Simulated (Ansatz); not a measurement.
TiGeO3: pressure series

Take TiGeO3 (space group R-3, No. 148; a = 4.977 Å, c = 19.748 Å (hexagonal axes); a cell from a computed database, its experimental status unchecked; layered, stacked along the Cartesian z axis) as the base.

Cell and atoms are relaxed at each pressure.

The values are results of PBEsol (Ansatz, a quantum-chemistry and plane-wave program, PAW, without spin-orbit coupling), not measurements.

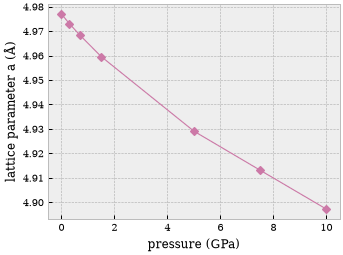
Lattice parameter a against pressure

Q: From the plot, what is the lattice parameter a for pressure 7.5 GPa?

A: About 4.913 Å.

Q: Is the trend monotonic over the range shown?

A: Yes, it falls throughout, spanning 489.7 pm to 497.7 pm.

Load acts through the strain it causes; cell and atoms are relaxed under it. Stability against distortions was not tested. No other phases were tried under pressure. All final runs are without spin polarisation. No dispersion term is included in the PBEsol runs.
